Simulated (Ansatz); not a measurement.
**CH₅BrOSi: how energies converge with the basis set**

Aim: see how fast density functionals converge with the basis set for CH₅BrOSi.

Program: Ansatz 0.2.0, Gaussian basis. Level of theory: one geometry, several basis sets. These are calculated values, not measurements.

Plan: PBE0-D4/def2-SVP; ωB97M-V/def2-SVP; PBE0-D4/def2-QZVPP; ωB97M-V/def2-QZVPP; the functionals' def2-TZVPP values are taken from earlier runs.

## 1. The relaxed structure

All runs share one geometry, relaxed beforehand with PBE0-D4 in a triple-zeta def2 set.

SMILES `CO[SiH2]Br`, 9 atoms, charge 0, spin multiplicity 1.

Atoms are counted from 1 here; the program's logs count them from 0.

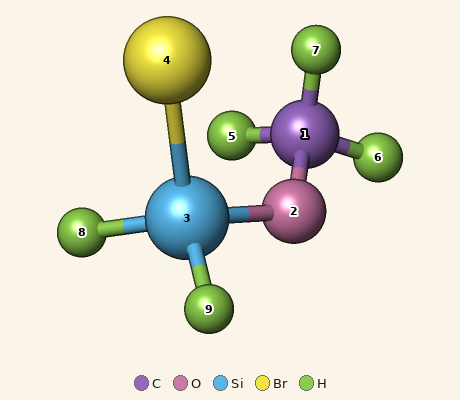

The geometry (carbon purple, oxygen pink, silicon blue, bromine yellow, hydrogen green); atoms are numbered from 1 in the order of the file.

Geometry (Å):

```xyz
9
charge 0, multiplicity 1
C    -0.5278    0.4581   -1.1944
O     0.1258   -0.6125   -0.5445
Si    0.4463   -0.6640    1.0486
Br    1.8024    0.9971    1.6454
H    -1.4743    0.7071   -0.7022
H    -0.7359    0.1520   -2.2200
H     0.1068    1.3488   -1.2112
H    -0.7855   -0.4888    1.8548
H     1.1308   -1.9441    1.3063
```

## 2. PBE0-D4 in def2-SVP

The input, in.yaml:

```yaml
crystal:
  periodic: [false, false, false]
  atoms:
    - {symbol: C, position_ang: [-0.527846, 0.458090, -1.194410]}
    - {symbol: O, position_ang: [0.125762, -0.612474, -0.544523]}
    - {symbol: Si, position_ang: [0.446334, -0.663989, 1.048643]}
    - {symbol: Br, position_ang: [1.802358, 0.997076, 1.645353]}
    - {symbol: H, position_ang: [-1.474299, 0.707111, -0.702178]}
    - {symbol: H, position_ang: [-0.735893, 0.152000, -2.219951]}
    - {symbol: H, position_ang: [0.106835, 1.348785, -1.211159]}
    - {symbol: H, position_ang: [-0.785545, -0.488768, 1.854819]}
    - {symbol: H, position_ang: [1.130795, -1.944132, 1.306306]}
basis:
  gaussian: {orbitals: def2-SVP}
hamiltonian: {xc: pbe0, dispersion: d4}
output: {orbitals: {seedname: orbitals}}
```

On the command line:

```bash
$ ansatz run in.yaml --threads 4 --pin off --events-out ev --progress --plain --max-ram 10444MiB
```

The program printed:

```text
Functional definition: PBE0
  name "PBE0"
  cite "Adamo & Barone, J. Chem. Phys. 110, 6158 (1999) doi:10.1063/1.478522"
  cite "Perdew, Burke & Ernzerhof, Phys. Rev. Lett. 77, 3865 (1996) doi:10.1103/PhysRevLett.77.3865"
  parent pbe
  parameter a = 0.25
  parameter kappa = 0.804
  parameter beta = 0.06672455060314922
  exchange = (1 - a)*pbe_x(kappa = kappa, mu = beta*pi^2/3) + a*exact_x
  correlation = pbe_c(beta = beta)
1001 factors; integrals over basis functions are off by at most 1.3e-3 eV
mean field evaluation 1: about -81059.6818 eV, gradient 4.1e1 eV
mean field evaluation 2: about -81055.1530 eV, gradient 6.4e1 eV
mean field evaluation 4: about -81063.0157 eV, gradient 2.5e0 eV
mean field evaluation 8: about -81063.0853 eV, gradient 9.0e-2 eV
mean field evaluation 16: about -81063.0853 eV, gradient 5.1e-5 eV
mean field -81063.08530862 eV, -2979.0134385590 hartree, gradient 5.1e-5 eV, S^2 0.000000; 0 other end points of the search recorded, 0 dependent functions left out
reference -81063.08533441 eV, -2979.0134395067 hartree; 34, 34 occupied and 69, 69 virtual orbitals, 1001 factors
Total energy: -81063.24694581 eV, -2979.0193786164 hartree
```

It took 1.1 s on 4 threads of Intel Xeon Platinum 8488C, shared host.

## 3. ωB97M-V in def2-SVP

Edit in.yaml of step 2 so:

```diff
@@ -14,3 +14,3 @@
   gaussian: {orbitals: def2-SVP}
-hamiltonian: {xc: pbe0, dispersion: d4}
+hamiltonian: {xc: {name: wB97M-V}}
 output: {orbitals: {seedname: orbitals}}
```

Launched as before.

The program printed (excerpt; [...] marks lines left out):

```text
Functional definition: wB97M-V
  name "wB97M-V"
  cite "Mardirossian & Head-Gordon, J. Chem. Phys. 144, 214110 (2016) doi:10.1063/1.4952647"
  cite "Becke, J. Chem. Phys. 107, 8554 (1997) doi:10.1063/1.475007"
  cite "Vydrov & Van Voorhis, J. Chem. Phys. 133, 244103 (2010) doi:10.1063/1.3521275"
  # Of w^i u^j: cxij and so on, Table III.
[...]
  gx(w, u) = 1 - cx + cx01*u + cx10*w
  gss(w, u) = css00 + css04*u^4 + css10*w + css20*w^2 + css43*w^4*u^3
  gos(w, u) = cos00 + cos10*w + (cos20 + cos21*u)*w^2 + (cos60 + cos61*u)*w^6
[...]
      + integral(e_c_pw_mod_opposite_spin*gos(b97_w_opposite, b97_u_opposite)) + vv10(b, c)
1001 factors; integrals over basis functions are off by at most 1.3e-3 eV
272 factors; integrals over basis functions are off by at most 7.4e-6 eV
[...]
mean field -81072.17840519 eV, -2979.3476036945 hartree, gradient 4.8e-5 eV, S^2 0.000000; 0 other end points of the search recorded, 0 dependent functions left out
reference -81072.17844461 eV, -2979.3476051430 hartree; 34, 34 occupied and 69, 69 virtual orbitals, 1001 factors
Total energy: -81072.17844461 eV, -2979.3476051430 hartree
```

Wall time 3.3 s (4 threads of Intel Xeon Platinum 8488C, shared host).

## 4. PBE0-D4 in def2-QZVPP

Edit in.yaml of step 3 so:

```diff
@@ -13,4 +13,4 @@
 basis:
-  gaussian: {orbitals: def2-SVP}
-hamiltonian: {xc: {name: wB97M-V}}
+  gaussian: {orbitals: "def2-QZVPP.json"}
+hamiltonian: {xc: pbe0, dispersion: d4}
 output: {orbitals: {seedname: orbitals}}
```

Launched as before.

The program printed:

```text
Functional definition: PBE0
  name "PBE0"
  cite "Adamo & Barone, J. Chem. Phys. 110, 6158 (1999) doi:10.1063/1.478522"
  cite "Perdew, Burke & Ernzerhof, Phys. Rev. Lett. 77, 3865 (1996) doi:10.1103/PhysRevLett.77.3865"
  parent pbe
  parameter a = 0.25
  parameter kappa = 0.804
  parameter beta = 0.06672455060314922
  exchange = (1 - a)*pbe_x(kappa = kappa, mu = beta*pi^2/3) + a*exact_x
  correlation = pbe_c(beta = beta)
1599 factors; their error is unknown
mean field evaluation 1: about -81074.9293 eV, gradient 5.2e1 eV
mean field evaluation 2: about -81066.7796 eV, gradient 8.3e1 eV
mean field evaluation 4: about -81079.9380 eV, gradient 4.0e0 eV
mean field evaluation 8: about -81079.9683 eV, gradient 4.5e-2 eV
mean field evaluation 16: about -81080.1525 eV, gradient 3.4e-5 eV
mean field -81080.15246513 eV, -2979.6406449925 hartree, gradient 3.4e-5 eV, S^2 0.000000; 0 other end points of the search recorded, 0 dependent functions left out
reference -81080.15250141 eV, -2979.6406463256 hartree; 34, 34 occupied and 389, 389 virtual orbitals, 1599 factors
Total energy: -81080.31411282 eV, -2979.6465854353 hartree
```

It took 6.5 s on 4 threads of Intel Xeon Platinum 8488C, shared host; peak memory 1.6 GiB.

## 5. ωB97M-V in def2-QZVPP

Edit in.yaml of step 4 so:

```diff
@@ -14,3 +14,3 @@
   gaussian: {orbitals: "def2-QZVPP.json"}
-hamiltonian: {xc: pbe0, dispersion: d4}
+hamiltonian: {xc: {name: wB97M-V}}
 output: {orbitals: {seedname: orbitals}}
```

Same command.

The program printed (excerpt; [...] marks lines left out):

```text
Functional definition: wB97M-V
  name "wB97M-V"
  cite "Mardirossian & Head-Gordon, J. Chem. Phys. 144, 214110 (2016) doi:10.1063/1.4952647"
  cite "Becke, J. Chem. Phys. 107, 8554 (1997) doi:10.1063/1.475007"
  cite "Vydrov & Van Voorhis, J. Chem. Phys. 133, 244103 (2010) doi:10.1063/1.3521275"
  # Of w^i u^j: cxij and so on, Table III.
[...]
  gx(w, u) = 1 - cx + cx01*u + cx10*w
  gss(w, u) = css00 + css04*u^4 + css10*w + css20*w^2 + css43*w^4*u^3
  gos(w, u) = cos00 + cos10*w + (cos20 + cos21*u)*w^2 + (cos60 + cos61*u)*w^6
[...]
      + integral(e_c_pw_mod_opposite_spin*gos(b97_w_opposite, b97_u_opposite)) + vv10(b, c)
1548 factors; their error is unknown
325 factors; integrals over basis functions are off by at most 1.8e-5 eV
[...]
mean field -81089.27651959 eV, -2979.9759478093 hartree, gradient 1.6e-5 eV, S^2 0.000000; 0 other end points of the search recorded, 0 dependent functions left out
reference -81089.27657810 eV, -2979.9759499592 hartree; 34, 34 occupied and 389, 389 virtual orbitals, 1548 factors
Total energy: -81089.27657810 eV, -2979.9759499592 hartree
```

Run time: 14 s. Hardware: 4 threads of Intel Xeon Platinum 8488C, shared host; peak memory 1.8 GiB.

## 6. Density functionals: the series

The def2-TZVPP values come from earlier runs at the same geometry.

| functional | basis | functions | energy (eV) | from the largest (eV) | HOMO (eV) | LUMO (eV) |
| --- | --- | --- | --- | --- | --- | --- |
| PBE0-D4 | def2-SVP | 103 | -81063.2469 | 17.067 | -8.22 | 0.71 |
| PBE0-D4 | def2-TZVPP | 222 | -81078.4193 | 1.895 | -8.35 | 0.30 |
| PBE0-D4 | def2-QZVPP | 423 | -81080.3141 | 0.000 | -8.36 | 0.12 |
| ωB97M-V | def2-SVP | 103 | -81072.1784 | 17.098 | -10.41 | 2.68 |
| ωB97M-V | def2-TZVPP | 222 | -81087.4607 | 1.816 | -10.56 | 2.06 |
| ωB97M-V | def2-QZVPP | 423 | -81089.2766 | 0.000 | -10.58 | 1.63 |

## 7. Summary of results

| quantity | value |
| --- | --- |
| PBE0-D4: double and triple zeta above quadruple | 17.07, 1.89 eV |
| ωB97M-V: double and triple zeta above quadruple | 17.10, 1.82 eV |

In words: For PBE0-D4 the step from double to triple zeta gains 15.17 eV and the next only 1.89 eV. Total energies overstate the basis error of differences, where much of it tends to cancel. The LUMO of ωB97M-V is positive and keeps falling with the basis (2.68 to 1.63 eV): an unbound level that the basis holds in place.

For PBE0-D4 the largest set took about 6 times as long as the smallest (6.5 s against 1.1 s).
